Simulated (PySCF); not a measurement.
C$_{4}$H$_{4}$, SMILES `C1=CC=C1`.

Method: def2-SVP basis; geometry: GFN2-xTB; program: PySCF. No frequency check shows the geometry to be a minimum.

The calculation's input:

```python
import numpy as np
from pyscf import gto, scf, mcscf

mol = gto.M(atom='''
C     -0.77613    -0.66313     0.00000
C     -0.77613     0.66313     0.00000
C      0.77613     0.66313     0.00000
C      0.77613    -0.66313     0.00000
H     -1.51736    -1.43768     0.00000
H     -1.51736     1.43768     0.00000
H      1.51736     1.43768     0.00000
H      1.51736    -1.43768     0.00000
''', basis='def2-svp', charge=0, spin=0, verbose=4)
# stretch the bond between atoms 4 and 8, from long to short, fragments rigid
a, b, move = 3, 7, [7]
xyz = mol.atom_coords(unit='Angstrom')
u = xyz[b] - xyz[a]
r0 = np.linalg.norm(u)
rows, last, dm_u = [], None, None
for r in [3.0, 2.35, 1.93, 1.66, 1.44, 1.28, 1.18, 1.07, 0.98]:
    new = xyz.copy()
    new[move] += u / r0 * (r - r0)
    m = mol.set_geom_(new, unit='Angstrom', inplace=False)
    rhf = scf.RHF(m).density_fit(auxbasis='def2-universal-jkfit').run()
    uhf = scf.UHF(m).density_fit(auxbasis='def2-universal-jkfit').newton()
    if dm_u is None:
        c = rhf.mo_coeff
        h = m.nelectron // 2 - 1
        ca, cb = c.copy(), c.copy()
        ca[:, h], cb[:, h] = (c[:, h] + c[:, h + 1]) / 2**.5, (c[:, h] - c[:, h + 1]) / 2**.5
        dm_u = np.array([x[:, :h + 1] @ x[:, :h + 1].T for x in (ca, cb)])
    uhf.kernel(dm0=dm_u)
    for _ in range(3):
        c, _, stable, _ = uhf.stability(return_status=True)
        if stable:
            break
        uhf.kernel(c, uhf.mo_occ)
    dm_u = uhf.make_rdm1()
    mc = mcscf.CASSCF(rhf, 2, 2)
    mc.natorb = True
    mc.fix_spin_(ss=0)
    guess = mcscf.addons.make_natural_orbitals(uhf)[1] if last is None else mcscf.project_init_guess(mc, last.mo_coeff, last.mol)
    mc.kernel(guess)
    last = mc
    act = slice(mc.ncore, mc.ncore + mc.ncas)
    print('r %.3f  RHF %.6f  UHF %.6f  <S^2> %.3f  CASSCF %.6f  occupations' % (r, rhf.e_tot, uhf.e_tot, uhf.spin_square()[0], mc.e_tot), mc.mo_occ[act].round(4))
    rows.append((new, rhf.e_tot, uhf.e_tot, uhf.spin_square()[0], mc.e_tot, mc.mo_occ[act], mc.mo_coeff[:, act], dm_u[0] - dm_u[1], rhf.converged and uhf.converged and mc.converged))
    np.savez('result.npz', **{k: [row[i] for row in rows] for i, k in enumerate('xyz rhf uhf s2 cas occ c spin ok'.split())})
```

Command:

```sh
OMP_NUM_THREADS=1 python input.py
```

The run took 2.2 min on 1 thread of Arm Neoverse V1 (shared host), peak memory 0.19 GiB.

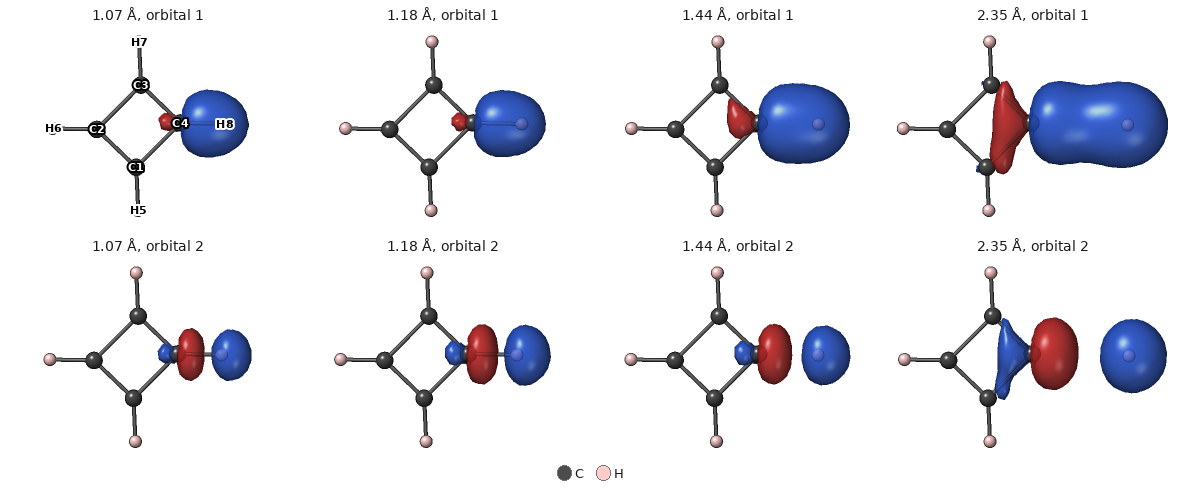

Rigid stretch of the C4–H8 bond. The two CASSCF(2,2) natural orbitals nearest half filling (orbital 1 the more occupied).

How do the occupations change along the stretch?

Answer. 1.07 Å: 1.98 and 0.02; 1.18 Å: 1.98 and 0.02; 1.44 Å: 1.95 and 0.05; 2.35 Å: 1.61 and 0.39. At the longest distance computed (3.00 Å) they are 1.28 and 0.72, and the effective number of unpaired electrons is 1.7.

UHF's ⟨S²⟩ passes 1 along the scan (up to 2.00), so it also polarises electrons outside the stretched bond; its energy lowering isn't due to that bond alone.

UHF already breaks spin symmetry near equilibrium here (⟨S²⟩ = 0.96 at 1.07 Å), for reasons apart from this bond.

How much energy does the stretch cost?

Answer. By CASSCF, 4.7 eV from the lowest point of the scan (1.07 Å) to 3.00 Å; RHF gives 7.9 eV from its own lowest point. The fragments aren't relaxed and dynamic correlation is missing, so this isn't a bond dissociation energy.
